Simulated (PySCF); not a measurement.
C3H6AlClN2

The calculation's input:

```
{"job": {"kind": "nmr", "xc": "PBE0", "basis": "pcSseg-1"}, "charge": 0, "multiplicity": 1}
C      3.072198     0.621554    -0.377412
N      2.173451    -0.085523    -0.446968
Al     0.368528    -0.919596    -0.761932
Cl     0.527382    -1.179474    -2.780782
C     -2.281642    -0.412300     0.551464
N     -1.391131    -0.112191    -0.306411
C     -0.460422     0.918290    -0.144189
H      3.888872     1.289512    -0.300420
H      0.476592    -2.103881     0.194428
H     -2.869054    -1.305085     0.414055
H     -2.495803     0.219753     1.409751
H     -0.614112     1.556373     0.729631
H     -0.399245     1.513055    -1.060191
```

Command:

```sh
OMP_NUM_THREADS=1 python probes_run.py task.json out
```

Geometry: GFN2-xTB.

Computed with PySCF, PBE0/pcSseg-1, SCF density, gas phase, non-relativistic.

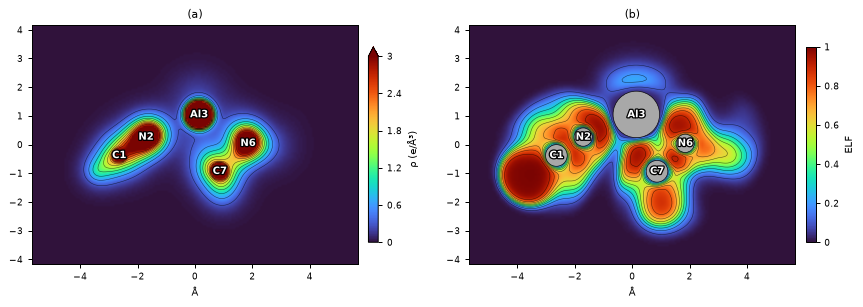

Figure 1. (a) total electron density; (b) ELF on the plane of atoms N2, Al3 and C7. Grey discs cover the atomic cores in the ELF map.

Describe what can be read from this map.

Atoms in the plane: C, N and Al.
C–N (1.15 Å): the density is about 3.5 e/Å³ at the midpoint; the ELF peaks at about 0.85 between the atoms (a short, multiple covalent bond).
Al–N (1.99 Å): ρ at the midpoint is about 0.48 e/Å³; the ELF peaks at about 0.85 in the valence shell of N, 0.6 Å from its nucleus, and is about 0.45 at the midpoint.
C–Al (2.11 Å): ρ is about 0.48 e/Å³ halfway; the ELF peaks at about 0.80 in the valence shell of C, 0.8 Å from its nucleus, and is about 0.65 at the midpoint.

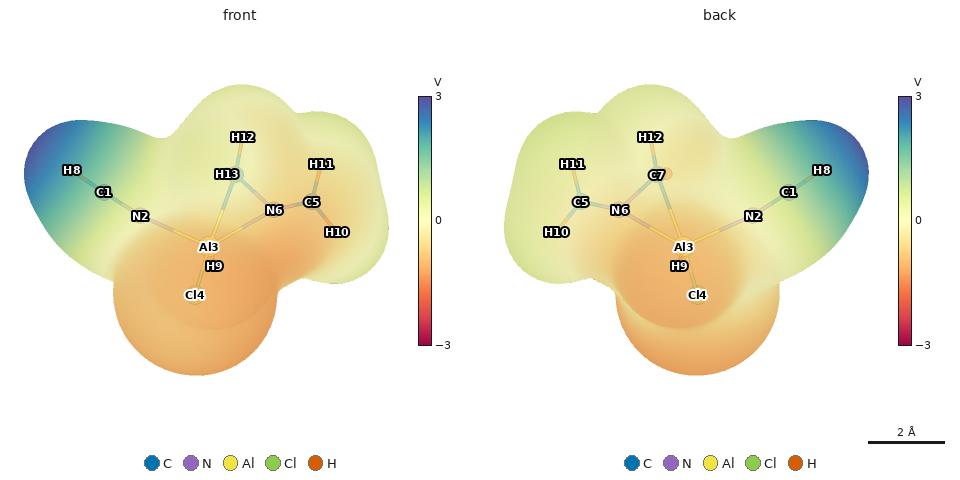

Figure 2. The electrostatic potential painted on the density surface at 0.001 e/bohr³, seen from the front and from behind; red is negative and blue positive.

Describe the electrostatic potential map.

The most negative region (about −1.2 V, or −28 kcal/mol for a unit charge) lies over Cl4 and N6, the most positive (about +2.8 V, or +65 kcal/mol for a unit charge) over H8.

How polar is the molecule by this calculation?

Its dipole moment is 6.09 D.
